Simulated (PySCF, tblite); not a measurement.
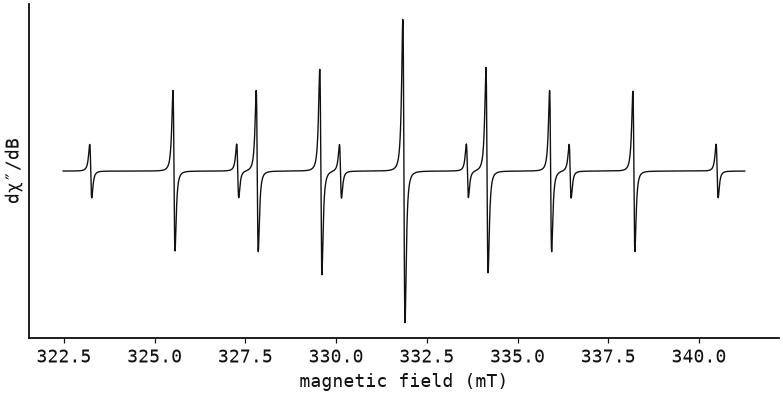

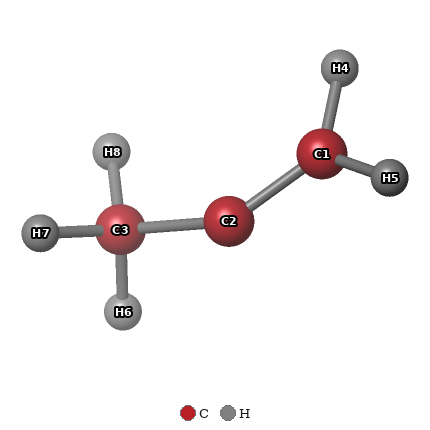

First-order isotropic EPR spectrum (fast tumbling, first derivative) of C₃H₅, SMILES C=[C]C, doublet at 9.30 GHz, Lorentzian lines of 0.09 mT full width at half height, from computed g and hyperfine couplings (B3LYP/pcH-1 in PySCF 2.14.0, at a GFN2-xTB geometry (a minimum by its frequencies), gas phase); values of one conformer, averaged over methyl-type rotors alone; no vibrational averaging; dilute isotopes left out. The SMILES is one Lewis form and needn't show where the spin sits.

Q: Which couplings does the calculation give? The spectrum shows the sizes of those above the line width, not their signs.

A:
| nuclei | isotope | a (mT) | a (MHz) |
| --- | --- | --- | --- |
| H4 | ¹H | 6.33 | 177.4 |
| H5 | ¹H | 4.06 | 113.7 |
| H6, H7, H8 | ¹H | 2.30 | 64.3 |

Q: What is the g value, and how wide is the spectrum?

A: g_iso = 2.0022, which centres the spectrum at 331.9 mT; it spans 17.3 mT.

Note: the tight-binding geometry is rougher than a DFT one and adds to the error.
